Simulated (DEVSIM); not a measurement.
System: Pd/AlN/p-Si capacitor, at 300 K.

```csv
layer (left to right),material,thickness (nm),Na (cm⁻³)
1,AlN,24.0,-
2,Si,8400,4.7e14
```

Metal gate on the left, work function 5.2 eV. Fixed charge at the semiconductor interface 2e12 cm⁻² (in units of +e); no interface traps.

The device is made up for the run: typed textbook-type constants, with dimensions and the other settings drawn at random. Values at 300 K.

```
parameter      AlN       Si
-------------  ---  -------
gap (eV)       6.1    1.124
affinity (eV)  1.9     4.05
permittivity   8.5     11.7
Nc (cm⁻³)        -  2.86e19
Nv (cm⁻³)        -   3.1e19
```

Simulated with DEVSIM: 1D Poisson equation in equilibrium, Boltzmann statistics, complete ionisation; no quantum confinement or tunnelling. Metal contacts follow the ideal Schottky-Mott rule: no Fermi-level pinning, no interface dipoles.

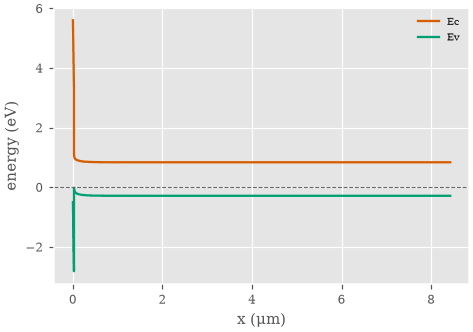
Fig. 1. Band edges at -2.3 V on the gate

Energies count from the Fermi level of the right contact; mesh points crowd at the junctions.

```csv
x (μm),Ec (eV),Ev (eV),n (cm⁻³),p (cm⁻³),field (V/cm)
0.000,5.600,-0.500,< 1e2,< 1e2,-970000
0.001744,5.430,-0.670,< 1e2,< 1e2,-970000
0.005633,5.051,-1.049,< 1e2,< 1e2,-970000
0.01423,4.214,-1.886,< 1e2,< 1e2,-970000
0.02172,3.484,-2.616,< 1e2,< 1e2,-970000
0.02377,3.284,-2.816,< 1e2,< 1e2,-970000
0.02528,1.077,-0.047,< 1e2,5.0e18,-200000
0.03141,1.014,-0.110,260,4.4e17,-59000
0.04424,0.968,-0.156,1600,7.3e16,-24000
0.07812,0.920,-0.204,10000,1.2e16,-8800
0.1656,0.877,-0.247,53000,2.2e15,-2800
0.5232,0.842,-0.282,210000,5.7e14,-260
1.315,0.837,-0.287,250000,4.7e14,≈ 0
3.250,0.837,-0.287,250000,4.7e14,≈ 0
6.853,0.837,-0.287,250000,4.7e14,≈ 0
7.816,0.837,-0.287,250000,4.7e14,≈ 0
8.190,0.837,-0.287,250000,4.7e14,≈ 0
8.334,0.837,-0.287,250000,4.7e14,≈ 0
8.399,0.837,-0.287,250000,4.7e14,≈ 0
8.415,0.837,-0.287,250000,4.7e14,≈ 0
8.421,0.837,-0.287,250000,4.7e14,≈ 0
8.424,0.837,-0.287,250000,4.7e14,≈ 0
```
